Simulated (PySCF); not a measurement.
**C$_{6}$H$_{7}$FN$_{2}$ (SMILES N#CC/C=N/C/C=C/F): density, localisation and related maps**

```xyz
16

N     3.8833    0.3563   -0.4215
C     2.9152    0.4525    0.1835
C     1.7603    0.7215    0.9325
C     0.6723   -0.3103    0.5793
N    -0.4044   -0.0713    0.0488
C    -1.2686   -1.0835   -0.3709
C    -2.6491   -0.8673   -0.0268
C    -3.0786    0.3718    0.2784
F    -4.2140    0.6969    0.8833
H     1.9283    0.5930    1.9778
H     1.2750    1.6957    0.7124
H     0.8996   -1.3560    0.8674
H    -1.1642   -1.2399   -1.4577
H    -0.9669   -2.0591   -0.0206
H    -3.2852   -1.7346    0.0763
H    -2.4536    1.2491    0.1359
```

Geometry: GFN2-xTB, MD frame at 250 fs, 300 K.

Level of theory: PBE0/pcSseg-1, SCF density, gas phase, non-relativistic (PySCF 2.14.0).

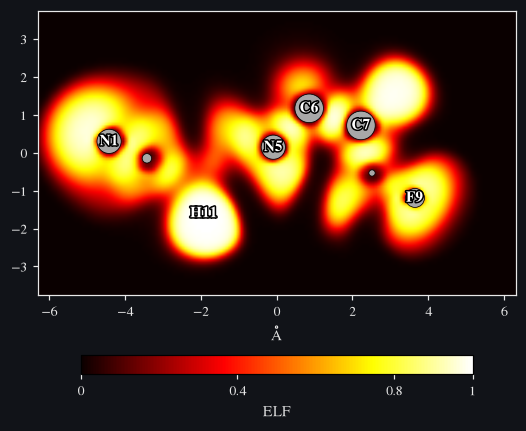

Figure 1. Electron localisation function on the plane of atoms N5, C6 and C7. Grey discs cover the atomic cores.

Question: Describe what can be read from this map.

Answer: The plane passes through N, C, F and H nuclei. The ELF also peaks beside F9, N5 and N1, away from the bonds: lone-pair regions.

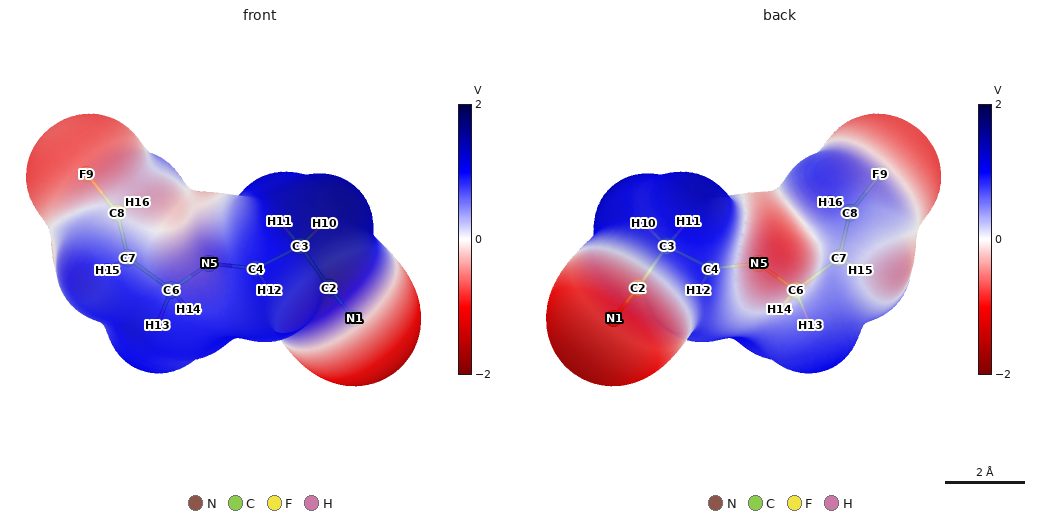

Figure 2. The molecular electrostatic potential painted on the density surface at 0.002 e/bohr³, seen from the front and from behind; the colour scale runs from red (negative) to blue (positive).

Question: Which sites attract a positive test charge, and which a negative one?

Answer: A positive charge is drawn to the negative regions and a negative charge to the positive ones. The most negative region (about −1.7 V) lies over N1, the most positive (about +1.7 V) over H10. N1 is the likeliest acceptor of a hydrogen bond.
